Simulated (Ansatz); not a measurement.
# ClH5NSi2 (doublet): what the fields show

Input file:

```
crystal:
  periodic: [false, false, false]
  atoms:
    - {symbol: N, position_ang: [-0.942202, 1.392529, 0.660835]}
    - {symbol: Si, position_ang: [-0.346916, -0.195119, 0.944602]}
    - {symbol: Si, position_ang: [0.593094, -1.070551, -1.029418]}
    - {symbol: Cl, position_ang: [1.134880, 0.041608, 2.377659]}
    - {symbol: H, position_ang: [-0.972607, 2.066667, 1.410200]}
    - {symbol: H, position_ang: [-1.676124, 1.546358, -0.013191]}
    - {symbol: H, position_ang: [1.754944, -0.282491, -1.524999]}
    - {symbol: H, position_ang: [1.013880, -2.471714, -0.770469]}
    - {symbol: H, position_ang: [-0.470448, -1.073687, -2.072320]}
basis:
  gaussian: {orbitals: def2-TZVPP}
magnetization: {spin_polarized: true, initial_magnetization: 1}
hamiltonian: {xc: pbe0, dispersion: d4}
output: {orbitals: {seedname: orbitals}}
```

Launched as:

```sh
ansatz run in.yaml --threads 4 --pin off --events-out ev --progress --plain --max-ram 10444MiB
```

Geometry: PBE0-D4/def2-TZVP.

Computed with UKS PBE0-D4/def2-TZVPP in Ansatz.

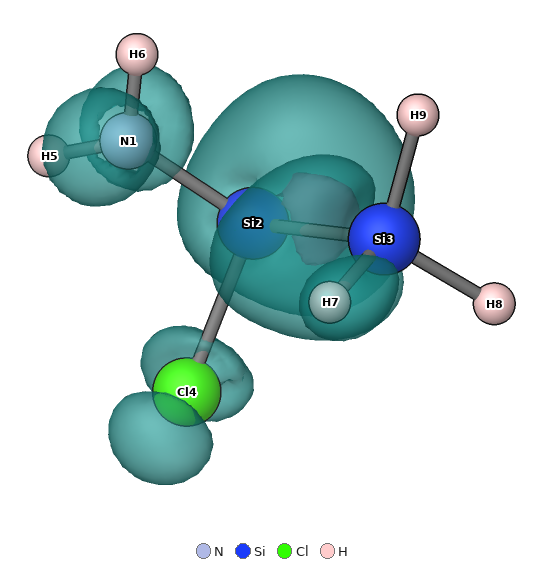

Figure 1. Isosurfaces of the spin density (α minus β) at +0.015 (teal) and −0.015 e/Å³ (pink), seen at a tilt.

### Which atoms carry the spin?

The unpaired spin (1 electron) lies mostly on Si2 (about 0.6), Si3 (about 0.1), N1 (about 0.1) and Cl4 (about 0.1), in electrons by Hirshfeld's partition.

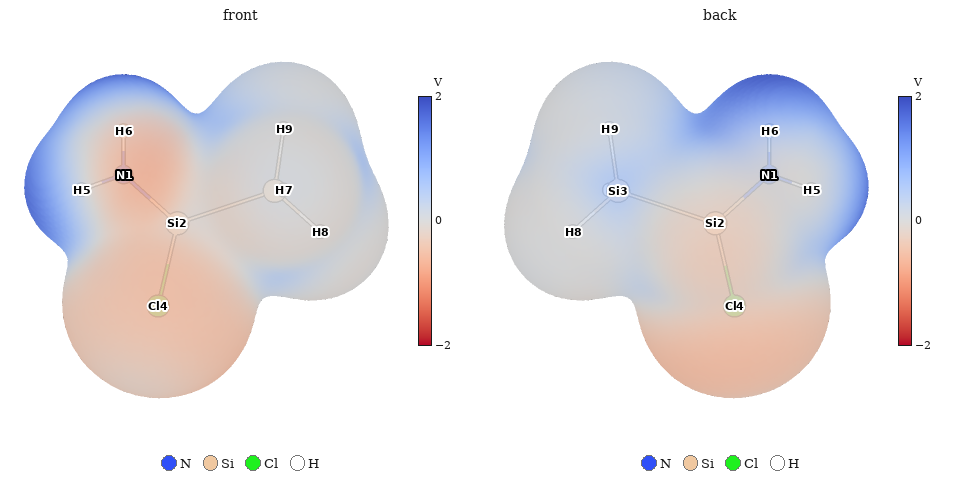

Figure 2. The molecular electrostatic potential painted on the density surface at 0.001 e/bohr³, seen from the front and from behind; the colour scale runs from red (negative) to blue (positive).

### Describe the electrostatic potential map.

The most negative region (about −0.7 V) lies over N1, the most positive (about +1.7 V) over H6.

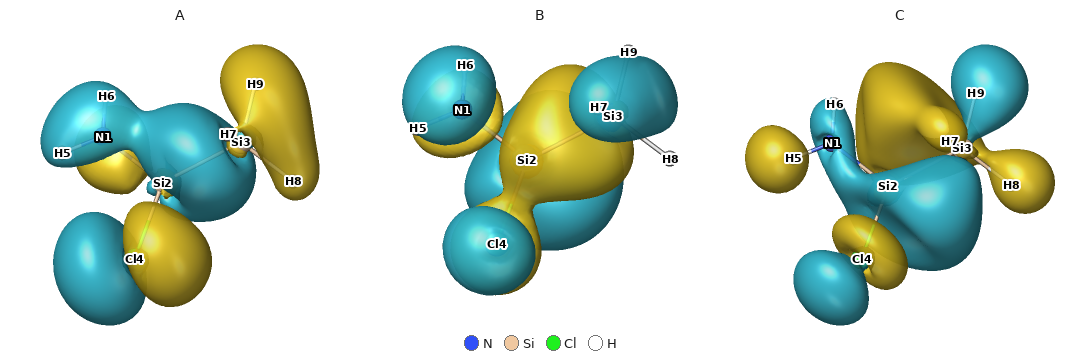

Figure 3. Three frontier orbitals at ±0.06 Å⁻³ᐟ² (yellow and cyan are the two phases), in no order.

### Order the three orbitals by energy and name them. All are α orbitals.

A is the HOMO−1 (α) (−8.72 eV). It lies mainly on Cl4 (about 40 %), Si2 (about 20 %), Si3 (about 15 %) and N1 (about 15 %). B is the HOMO (α) (−5.44 eV). It lies mainly on Si2 (about 55 %), Si3 (about 15 %), N1 (about 15 %) and Cl4 (about 10 %). C is the LUMO (α) (−0.33 eV). It lies mainly on Si2 (about 40 %), Si3 (about 25 %), Cl4 (about 15 %) and H9 (about 5 %).

### What is the gap between the highest occupied and lowest empty α orbitals?

5.11 eV between the orbital energies.
